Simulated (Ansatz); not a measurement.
Bands of a (6,6) GaN nanotube, along its axis.

Levels: PBE (plane waves to 420 eV, PAW; Ansatz, a first-principles code); Ansatz with PBE with spin-orbit coupling. Unmarked values and the geometry are of the first. Mesh 1×1×10. No spin polarisation. It repeats along c; a and b span vacuum. A hypothetical model, rolled from the flat sheet. Symmetry and one short period hold its shape; lower forms weren't sought.

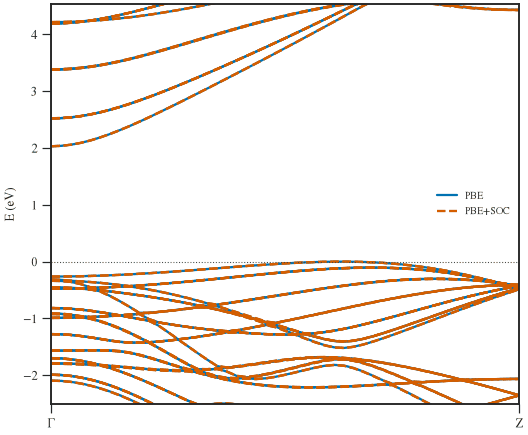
Bands from the zone centre to the zone edge (period 3.21 Å); the dotted line marks the highest filled level of each set

Problem. Is it a metal or a semiconductor at this level? Give what the bands show.

Solution. A semiconductor in PBE.
| Property | Result |
|---|---|
| PBE gap | 2.03 eV, indirect, from k = 0.312 × 2π/c to Γ |
| PBE+SOC gap at this geometry | 2.03 eV |
